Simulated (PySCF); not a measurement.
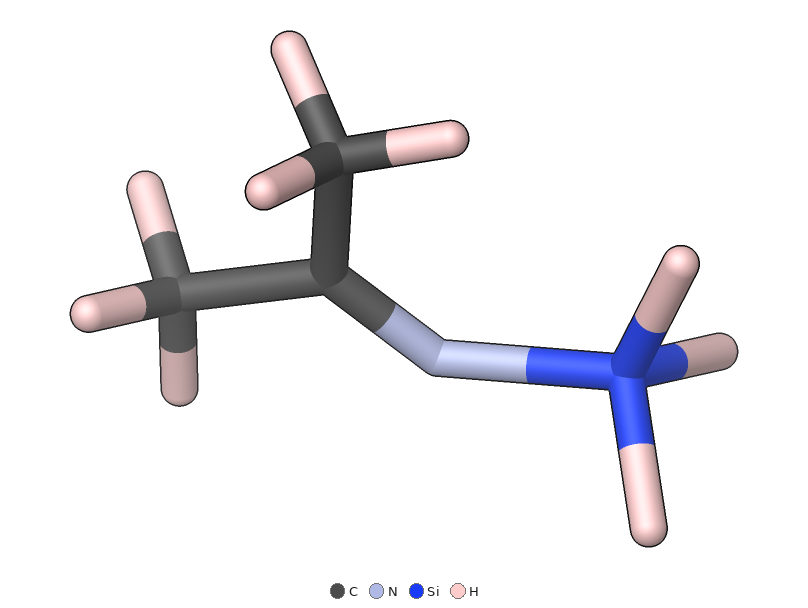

The geometry was computed by an optimisation with PBE0-D3(BJ)/def2-SVP. No frequency run is at hand to confirm it as a minimum.

Give the structural formula.

SMILES: CC(C)=N[SiH3]

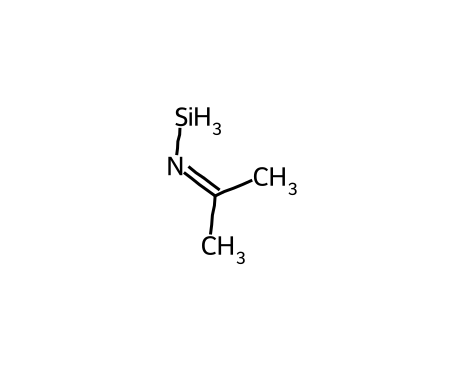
